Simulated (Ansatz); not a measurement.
Molecular dynamics of CH$_{5}$BO$_{2}$

System: CH$_{5}$BO$_{2}$.
Method: RKS B3LYP-D4/6-31G* (Ansatz 0.2.0).

One setting was made poor on purpose. It belongs to a series of runs on one base structure; here: an input spoilt on purpose. Figures and captions count atoms from 1; the log counts them from 0 in places.

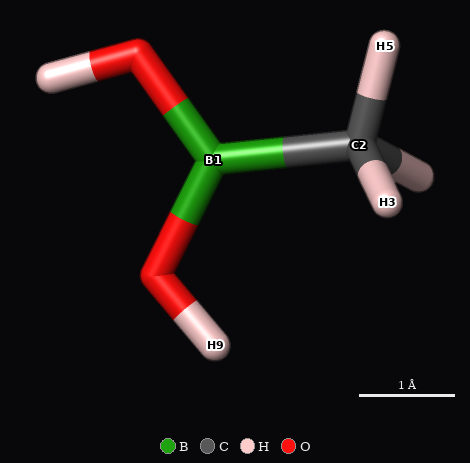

Figure 1. The structure as given in the input (stick view, seen at a tilt; atoms are numbered from 1 in the order of the input). Bond lengths as drawn: B–C 1.58 Å, B–O 1.37 to 1.38 Å, C–H 1.09 to 1.10 Å and H–O 0.97 Å.

## Input file
```yaml
crystal:
  periodic: [false, false, false]
  atoms:
    - { symbol: B, position_ang: [0.11924, -0.232622, 0.06714] }
    - { symbol: C, position_ang: [-0.054345, 0.023126, 1.616844] }
    - { symbol: H, position_ang: [-0.963506, 0.600728, 1.833961] }
    - { symbol: H, position_ang: [-0.147977, -0.924448, 2.166023] }
    - { symbol: H, position_ang: [0.797562, 0.566703, 2.036063] }
    - { symbol: O, position_ang: [1.280716, 0.134302, -0.552255] }
    - { symbol: H, position_ang: [1.246137, -0.089652, -1.495468] }
    - { symbol: O, position_ang: [-0.848495, -0.823511, -0.716729] }
    - { symbol: H, position_ang: [-1.639233, -1.053226, -0.210478] }
basis:
  gaussian: { orbitals: "6-31G*" }
hamiltonian:
  xc: b3lyp
  dispersion: d4
md:
  timestep: 0.25
  n_steps: 25
  ensemble: nvt_nose_hoover
  temperature: 100000.0
  initial_velocities: maxwell_boltzmann
  seed: 729673
  nose_hoover: { tau: 300.0, chain_length: 1 }
```

Machine: 1 thread of Intel Xeon (Sapphire Rapids), 32 GiB of memory available, shared host.

Command:
```bash
ansatz run input.yaml --threads 1 --pin off --max-ram 2048MiB --backend cpu --events-out ev --progress --plain --runs-dir out
```

## What the program printed
```
Engine: ansatz 0.2.0, x86_64-unknown-linux-gnu
Functional definition: B3LYP
  parameter a0 = 0.2
  parameter ax = 0.72
  parameter ac = 0.81
  exchange = (1 - a0 - ax)*slater_x + ax*b88_x + a0*exact_x
  correlation = (1 - ac)*vwn_rpa_c + ac*lyp_c
773 factors; integrals over basis functions are off by at most 3.9e-4 eV
mean field evaluation 1: about -5883.0080 eV, gradient 7.0e1 eV
mean field evaluation 2: about -5876.1650 eV, gradient 9.3e1 eV
mean field evaluation 4: about -5891.9247 eV, gradient 2.1e0 eV
mean field evaluation 8: about -5891.9319 eV, gradient 3.7e-2 eV
mean field -5891.93194070 eV, -216.5245051260 hartree, gradient 2.9e-5 eV, S^2 0.000000; 0 other end points of the search recorded, 0 dependent functions left out
the calculation of the forces begins
reference -5891.93211320 eV, -216.5245114652 hartree; 16, 16 occupied and 54, 54 virtual orbitals, 773 factors
md step     0: t =     0.00 fs  T = 100000.0 K  F+E_penalty+E_count = -5892.12048613 eV  E_kin = 90.481999 eV  conserved = -5801.63848687 eV  (23 SCF iters)
these checks for a lower state are left out or cut short: starts, cluster_reference, orbital_swaps, neighbouring_geometries, increment
773 factors; integrals over basis functions are off by at most 4.7e-4 eV
mean field evaluation 16: about -5891.2339 eV, gradient 1.8e-1 eV
mean field -5891.22947925 eV, -216.4986901436 hartree, gradient 9.2e-6 eV, S^2 0.000000; 0 other end points of the search recorded, 0 dependent functions left out
the calculation of the forces begins
reference -5891.22965445 eV, -216.4986965822 hartree; 16, 16 occupied and 54, 54 virtual orbitals, 773 factors
md step     1: t =     0.25 fs  T = 99264.8 K  F+E_penalty+E_count = -5891.41849011 eV  E_kin = 89.816785 eV  conserved = -5801.60170502 eV  (28 SCF iters, 7 dispersion substeps)
[... from here on the SCF iterations and repeated set-up lines of each step are left out, up to the last step ...]
md step     2: t =     0.50 fs  T = 97310.4 K  F+E_penalty+E_count = -5889.61964135 eV  E_kin = 88.048394 eV  conserved = -5801.57124844 eV  (27 SCF iters, 7 dispersion substeps)
md step     3: t =     0.75 fs  T = 94568.6 K  F+E_penalty+E_count = -5887.11319671 eV  E_kin = 85.567572 eV  conserved = -5801.54563007 eV  (28 SCF iters, 7 dispersion substeps)
md step     4: t =     1.00 fs  T = 91400.6 K  F+E_penalty+E_count = -5884.22592946 eV  E_kin = 82.701066 eV  conserved = -5801.52487975 eV  (28 SCF iters, 7 dispersion substeps)
md step     5: t =     1.25 fs  T = 88096.2 K  F+E_penalty+E_count = -5881.22114140 eV  E_kin = 79.711181 eV  conserved = -5801.50999716 eV  (29 SCF iters, 7 dispersion substeps)
md step     6: t =     1.50 fs  T = 84854.6 K  F+E_penalty+E_count = -5878.27979307 eV  E_kin = 76.778157 eV  conserved = -5801.50170462 eV  (30 SCF iters, 7 dispersion substeps)
md step     7: t =     1.75 fs  T = 81794.7 K  F+E_penalty+E_count = -5875.50705478 eV  E_kin = 74.009501 eV  conserved = -5801.49766962 eV  (32 SCF iters, 7 dispersion substeps)
md step     8: t =     2.00 fs  T = 78985.6 K  F+E_penalty+E_count = -5872.96193959 eV  E_kin = 71.467768 eV  conserved = -5801.49435138 eV  (35 SCF iters, 7 dispersion substeps)
md step     9: t =     2.25 fs  T = 76472.3 K  F+E_penalty+E_count = -5870.68256994 eV  E_kin = 69.193699 eV  conserved = -5801.48913230 eV  (39 SCF iters, 7 dispersion substeps)
md step    10: t =     2.50 fs  T = 74362.6 K  F+E_penalty+E_count = -5868.74316051 eV  E_kin = 67.284762 eV  conserved = -5801.45876207 eV  (56 SCF iters, 7 dispersion substeps)
md step    11: t =     2.75 fs  T = 73004.7 K  F+E_penalty+E_count = -5867.60253189 eV  E_kin = 66.056083 eV  conserved = -5801.54693578 eV  (57 SCF iters, 7 dispersion substeps)
md step    12: t =     3.00 fs  T = 72319.2 K  F+E_penalty+E_count = -5866.99665847 eV  E_kin = 65.435871 eV  conserved = -5801.56141972 eV  (30 SCF iters, 7 dispersion substeps)
md step    13: t =     3.25 fs  T = 71903.9 K  F+E_penalty+E_count = -5866.62628320 eV  E_kin = 65.060130 eV  conserved = -5801.56695584 eV  (43 SCF iters, 7 dispersion substeps)
md step    14: t =     3.50 fs  T = 71659.5 K  F+E_penalty+E_count = -5866.40952503 eV  E_kin = 64.838966 eV  conserved = -5801.57155611 eV  (42 SCF iters, 7 dispersion substeps)
md step    15: t =     3.75 fs  T = 71514.4 K  F+E_penalty+E_count = -5866.28184100 eV  E_kin = 64.707623 eV  conserved = -5801.57543437 eV  (42 SCF iters, 7 dispersion substeps)
md step    16: t =     4.00 fs  T = 71409.2 K  F+E_penalty+E_count = -5866.18885383 eV  E_kin = 64.612498 eV  conserved = -5801.57781678 eV  (45 SCF iters, 7 dispersion substeps)
md step    17: t =     4.25 fs  T = 71308.1 K  F+E_penalty+E_count = -5866.09556490 eV  E_kin = 64.521034 eV  conserved = -5801.57626187 eV  (53 SCF iters, 7 dispersion substeps)
md step    18: t =     4.50 fs  T = 71212.5 K  F+E_penalty+E_count = -5866.00716372 eV  E_kin = 64.434470 eV  conserved = -5801.57472054 eV  (50 SCF iters, 7 dispersion substeps)
md step    19: t =     4.75 fs  T = 71134.8 K  F+E_penalty+E_count = -5865.93716915 eV  E_kin = 64.364190 eV  conserved = -5801.57532626 eV  (51 SCF iters, 7 dispersion substeps)
md step    20: t =     5.00 fs  T = 71069.0 K  F+E_penalty+E_count = -5865.87812244 eV  E_kin = 64.304686 eV  conserved = -5801.57612988 eV  (44 SCF iters, 7 dispersion substeps)
md step    21: t =     5.25 fs  T = 71003.7 K  F+E_penalty+E_count = -5865.81930532 eV  E_kin = 64.245539 eV  conserved = -5801.57683183 eV  (44 SCF iters, 7 dispersion substeps)
md step    22: t =     5.50 fs  T = 70929.4 K  F+E_penalty+E_count = -5865.75213638 eV  E_kin = 64.178377 eV  conserved = -5801.57722226 eV  (44 SCF iters, 7 dispersion substeps)
md step    23: t =     5.75 fs  T = 70841.6 K  F+E_penalty+E_count = -5865.67224006 eV  E_kin = 64.098859 eV  conserved = -5801.57726572 eV  (43 SCF iters, 7 dispersion substeps)
md step    24: t =     6.00 fs  T = 70740.0 K  F+E_penalty+E_count = -5865.57969586 eV  E_kin = 64.006978 eV  conserved = -5801.57705093 eV  (42 SCF iters, 7 dispersion substeps)
these checks for a lower state are left out or cut short: starts, cluster_reference, orbital_swaps, neighbouring_geometries, increment
780 factors; integrals over basis functions are off by at most 5.0e-4 eV
mean field -5865.26162207 eV, -215.5443889941 hartree, gradient 2.3e-5 eV, S^2 0.000000; 0 other end points of the search recorded, 0 dependent functions left out
the calculation of the forces begins
reference -5865.26191174 eV, -215.5443996391 hartree; 16, 16 occupied and 54, 54 virtual orbitals, 780 factors
780 factors; integrals over basis functions are off by at most 5.0e-4 eV
mean field evaluation 224: about -5864.0581 eV, gradient 7.1e0 eV
mean field -5865.38649255 eV, -215.5489778996 hartree, gradient 1.5e-5 eV, S^2 0.000000; 1 other end points of the search recorded, 0 dependent functions left out
the calculation of the forces begins
reference -5865.38678307 eV, -215.5489885758 hartree; 16, 16 occupied and 54, 54 virtual orbitals, 780 factors
the trajectory goes on in another electronic state from step 25 on, where its energy jumps by -99.202 meV, which the conserved energy leaves out
md step    25: t =     6.25 fs  T = 70656.8 K  F+E_penalty+E_count = -5865.60277454 eV  E_kin = 63.931684 eV  conserved = -5801.57669547 eV  (111 SCF iters, 7 dispersion substeps)
```

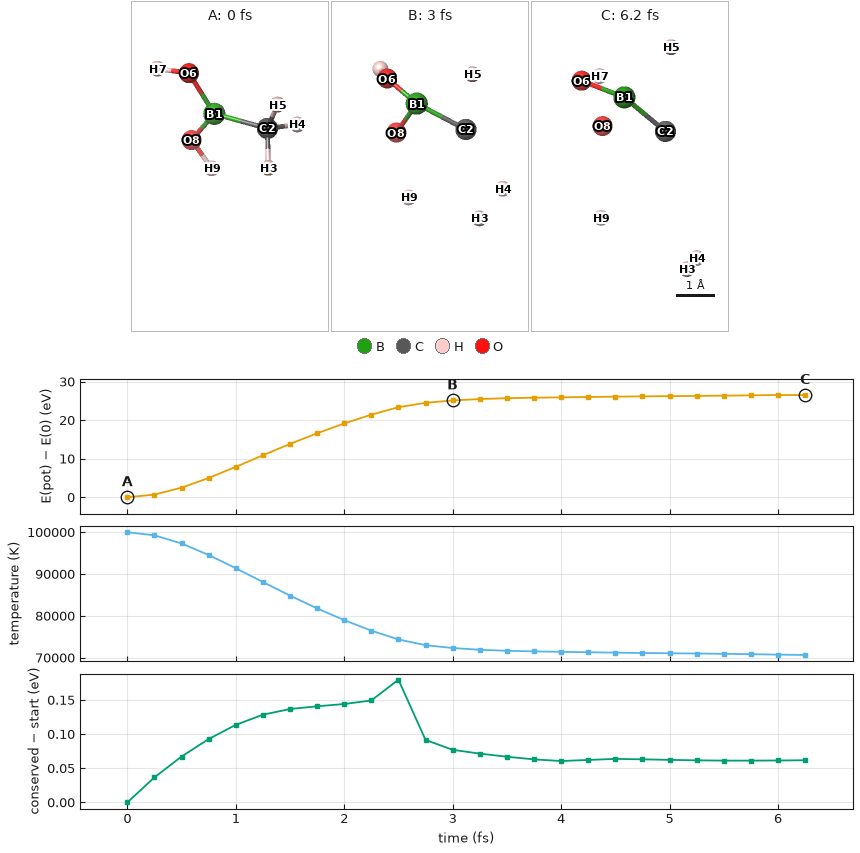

Figure 2. Frames of the molecular dynamics (ball-and-stick, seen at a tilt) above the curves, on which the letters mark them. The trajectory kept here has 26 frames over 6.25 fs. The temperature starts at 100000 K, ranges from 70657 to 100000 K and averages 71183 K over the second half. The potential energy ends 26.518 eV above its first value. The conserved quantity stays within 0.18 eV. After an unweighted best fit of the last frame on the first, the root-mean-square displacement is 1.61 Å.

```
Total energy: -5865.60306505 eV, -215.5569367921 hartree
Atom 0 at     0.767939     0.532583     0.445356 Å, force     2.946967    -1.702513    -0.070263 eV/Å
Atom 1 at    -0.119305    -0.306965     1.431371 Å, force    -0.192689     0.531984    -2.278300 eV/Å
Atom 2 at    -3.534012     0.360571     2.722960 Å, force    -0.197222    -3.244814    -0.551869 eV/Å
Atom 3 at    -3.600119    -1.433322     2.383211 Å, force     0.140926     3.286136     0.520914 eV/Å
Atom 4 at     2.385654     0.667078     1.605795 Å, force    -2.262863     0.027816    -1.868871 eV/Å
Atom 5 at     0.856858    -0.037561    -0.976632 Å, force     0.189605     2.377464     3.348942 eV/Å
Atom 6 at     0.696348    -1.681062    -1.027426 Å, force    -2.556606     1.897921     1.287141 eV/Å
Atom 7 at    -0.415404    -0.768188    -0.472498 Å, force     1.656508    -3.363073    -0.774870 eV/Å
Atom 8 at    -2.984180    -1.236384    -0.341183 Å, force     0.275375     0.189080     0.387177 eV/Å
Dipole moment:     0.185817    -0.158173    -0.280257 e Å
```

## Trajectory as extended XYZ (Å, eV, eV/Å), 11 of the 26 frames kept, from step=0 to step=25
```
9
Properties=species:S:1:pos:R:3:forces:R:3 step=0 time_fs=0.0 energy=-5892.12049 temperature=100000.0
B     0.1192   -0.2326    0.0671   -0.0088  -0.0043  -0.0053
C    -0.0543    0.0231    1.6168   -0.0033  -0.0008   0.0108
H    -0.9635    0.6007    1.8340    0.0143  -0.0078  -0.0013
H    -0.1480   -0.9244    2.1660    0.0013   0.0155  -0.0064
H     0.7976    0.5667    2.0361   -0.0111  -0.0064  -0.0030
O     1.2807    0.1343   -0.5523   -0.0023  -0.0001   0.0074
H     1.2461   -0.0897   -1.4955    0.0018  -0.0004  -0.0070
O    -0.8485   -0.8235   -0.7167    0.0028   0.0033   0.0052
H    -1.6392   -1.0532   -0.2105    0.0054   0.0010  -0.0005
9
Properties=species:S:1:pos:R:3:forces:R:3 step=2 time_fs=0.5 energy=-5889.61964 temperature=97310.4
B     0.1895   -0.1689    0.0822   -6.2575  -2.7374   1.3366
C    -0.0588   -0.0045    1.5980   -1.6300   1.3975   3.6235
H    -1.2000    0.5978    1.9169    3.6139  -0.8387  -1.2590
H    -0.4507   -0.9993    2.1980    2.0712   2.0107  -1.4439
H     0.9609    0.5955    1.9994   -3.0927  -1.7368  -0.0418
O     1.2338    0.1175   -0.5773    4.5946   3.1423   2.8186
H     1.2092   -0.1988   -1.4079   -0.1312  -1.6886  -5.0024
O    -0.8095   -0.8173   -0.6982   -3.7030  -0.8528   1.7166
H    -1.8017   -1.0802   -0.2084    4.5348   1.3038  -1.7481
9
Properties=species:S:1:pos:R:3:forces:R:3 step=5 time_fs=1.2 energy=-5881.22114 temperature=88096.2
B     0.2917   -0.0747    0.1055  -17.3783  -5.6878   7.7770
C    -0.0660   -0.0453    1.5710   -1.9031   1.4766   4.9112
H    -1.5388    0.5902    2.0357    3.9300  -0.2637  -1.5250
H    -0.8943   -1.1025    2.2393    3.9300   2.4659  -1.9492
H     1.1918    0.6309    1.9448   -3.8818  -1.9714   0.7101
O     1.1651    0.0933   -0.6141   14.5847   9.3492   0.0163
H     1.1532   -0.3728   -1.3022   -0.0948  -5.8672  -9.7460
O    -0.7521   -0.8083   -0.6700   -4.7546  -0.9891   1.2116
H    -2.0250   -1.1150   -0.2126    5.5679   1.4874  -1.4060
9
Properties=species:S:1:pos:R:3:forces:R:3 step=8 time_fs=2.0 energy=-5872.96194 temperature=78985.6
B     0.3852    0.0168    0.1330  -26.1067  -5.2269  18.6877
C    -0.0741   -0.0855    1.5463   -0.8528   1.3305   4.4145
H    -1.8568    0.5811    2.1464    2.8914   0.0954  -1.1567
H    -1.3176   -1.1926    2.2703    3.8331   1.9787  -1.5191
H     1.4021    0.6558    1.8937   -3.1355  -1.4472   1.1835
O     1.1014    0.0721   -0.6513   23.9928   7.5545 -16.3477
H     1.0967   -0.5755   -1.2444   -0.0390  -4.1251  -4.9118
O    -0.6962   -0.7996   -0.6414   -5.3685  -1.2861   0.5949
H    -2.2190   -1.1419   -0.2244    4.7852   1.1262  -0.9452
9
Properties=species:S:1:pos:R:3:forces:R:3 step=10 time_fs=2.5 energy=-5868.74316 temperature=74362.6
B     0.4406    0.0764    0.1562  -26.3554  -2.0803  24.1164
C    -0.0797   -0.1120    1.5309    0.7533  -0.0518   3.8344
H    -2.0598    0.5751    2.2167    1.5904  -0.3666  -0.6602
H    -1.5882   -1.2465    2.2863    2.7868   2.6057  -1.0925
H     1.5327    0.6678    1.8631   -2.3800  -0.8876   1.0194
O     1.0632    0.0595   -0.6787   25.8389   2.3371 -25.4988
H     1.0588   -0.7239   -1.2227   -0.2193  -0.5285  -1.2734
O    -0.6600   -0.7940   -0.6223   -6.1585  -1.8640   0.3164
H    -2.3338   -1.1563   -0.2353    4.1436   0.8360  -0.7616
9
Properties=species:S:1:pos:R:3:forces:R:3 step=12 time_fs=3.0 energy=-5866.99666 temperature=72319.2
B     0.4903    0.1355    0.1846  -18.7147   2.5664  23.5889
C    -0.0851   -0.1384    1.5163    1.4421   0.4907   3.2718
H    -2.2593    0.5675    2.2855    0.2826  -2.4931  -0.0592
H    -1.8534   -1.2942    2.3001   -0.5338   2.9837  -0.1107
H     1.6576    0.6774    1.8343   -1.5969  -1.3918  -0.3042
O     1.0288    0.0472   -0.7100   22.9057  -1.9855 -28.0058
H     1.0205   -0.8736   -1.2044   -0.5484   2.2801   0.4625
O    -0.6247   -0.7888   -0.6030   -6.6222  -2.9840   1.5509
H    -2.4386   -1.1688   -0.2479    3.3855   0.5334  -0.3941
9
Properties=species:S:1:pos:R:3:forces:R:3 step=15 time_fs=3.8 energy=-5866.28184 temperature=71514.4
B     0.5575    0.2254    0.2367   -8.1341   3.5044  15.3708
C    -0.0928   -0.1779    1.4956   -0.2000   0.7006   2.3058
H    -2.5572    0.5449    2.3884    0.4599  -2.7913  -0.1146
H    -2.2534   -1.3523    2.3201   -0.5160   2.9129  -0.0741
H     1.8379    0.6856    1.7897   -1.2114  -1.4377  -0.5637
O     0.9835    0.0282   -0.7645   15.0908  -2.7108 -20.0041
H     0.9602   -1.0874   -1.1746   -1.1699   3.6531   1.2048
O    -0.5737   -0.7818   -0.5736   -6.8849  -4.0809   2.0841
H    -2.5812   -1.1853   -0.2684    2.5656   0.2498  -0.2091
9
Properties=species:S:1:pos:R:3:forces:R:3 step=18 time_fs=4.5 energy=-5866.00716 temperature=71212.5
B     0.6206    0.3169    0.2964   -0.7548   1.9883   6.2988
C    -0.1006   -0.2170    1.4759   -0.6607   0.6950   1.4548
H    -2.8527    0.5074    2.4907    0.4732  -2.7697  -0.2378
H    -2.6560   -1.3947    2.3397   -0.3028   2.8390  -0.1797
H     2.0115    0.6861    1.7420   -1.2909  -1.2008  -0.9943
O     0.9433    0.0083   -0.8258    7.7412  -0.1266  -9.0075
H     0.8935   -1.2823   -1.1385   -1.8501   3.0385   1.3086
O    -0.5249   -0.7761   -0.5436   -5.0109  -4.4766   1.4038
H    -2.7099   -1.2003   -0.2901    1.6558   0.0130  -0.0467
9
Properties=species:S:1:pos:R:3:forces:R:3 step=20 time_fs=5.0 energy=-5865.87812 temperature=71069.0
B     0.6621    0.3785    0.3383    1.5814   0.6212   3.3395
C    -0.1059   -0.2430    1.4631   -0.2427   0.9267   0.5568
H    -3.0482    0.4740    2.5582    0.3827  -2.8240  -0.3433
H    -2.9255   -1.4145    2.3522   -0.1731   2.8603  -0.1261
H     2.1234    0.6828    1.7074   -1.5290  -0.8658  -1.3258
O     0.9182   -0.0050   -0.8685    3.3710   0.7729  -3.5729
H     0.8438   -1.4029   -1.1106   -2.1195   2.3620   1.3026
O    -0.4934   -0.7732   -0.5233   -2.2100  -3.7445   0.1472
H    -2.7904   -1.2103   -0.3047    0.9392  -0.1087   0.0218
9
Properties=species:S:1:pos:R:3:forces:R:3 step=22 time_fs=5.5 energy=-5865.75214 temperature=70929.4
B     0.7040    0.4403    0.3809    2.4983  -0.6800   1.3889
C    -0.1113   -0.2687    1.4505    0.1164   1.0683  -0.4462
H    -3.2429    0.4339    2.6250    0.2396  -2.9268  -0.4406
H    -3.1953   -1.4273    2.3645   -0.0367   2.9539   0.0189
H     2.2316    0.6774    1.6696   -1.8076  -0.5414  -1.5745
O     0.8935   -0.0182   -0.9118    0.9576   1.4383   0.2111
H     0.7891   -1.5178   -1.0796   -2.3125   2.0025   1.2438
O    -0.4622   -0.7708   -0.5029   -0.0966  -3.1549  -0.4272
H    -2.8686   -1.2204   -0.3194    0.4415  -0.1598   0.0259
9
Properties=species:S:1:pos:R:3:forces:R:3 step=25 time_fs=6.2 energy=-5865.60278 temperature=70656.8
B     0.7679    0.5326    0.4454    2.9470  -1.7025  -0.0703
C    -0.1193   -0.3070    1.4314   -0.1927   0.5320  -2.2783
H    -3.5340    0.3606    2.7230   -0.1972  -3.2448  -0.5519
H    -3.6001   -1.4333    2.3832    0.1409   3.2861   0.5209
H     2.3857    0.6671    1.6058   -2.2629   0.0278  -1.8689
O     0.8569   -0.0376   -0.9766    0.1896   2.3775   3.3489
H     0.6963   -1.6811   -1.0274   -2.5566   1.8979   1.2871
O    -0.4154   -0.7682   -0.4725    1.6565  -3.3631  -0.7749
H    -2.9842   -1.2364   -0.3412    0.2754   0.1891   0.3872
```

## Results in brief

- outcome: finished
- mean temperature over the second half: 71183 K
- trajectory: 25 steps, 6.25 fs
- ensemble: nvt_nose_hoover
- temperature in the input: 100000.0 K
- time step: 0.25 fs
- potential energy (last step): −5865.6031 eV
- mean-field energy (last step): −5865.3868 eV
- largest force (length of the vector) (last step): 4.111 eV/Å
- wall time: 50 s
- peak memory: 0.15 GiB

A deliberately poor setting: bad input. So short a trajectory is not equilibrated. The integration failed: the conserved energy drifts or the temperature runs away, so the later frames and the averages aren't results; the time step is too long for this system.
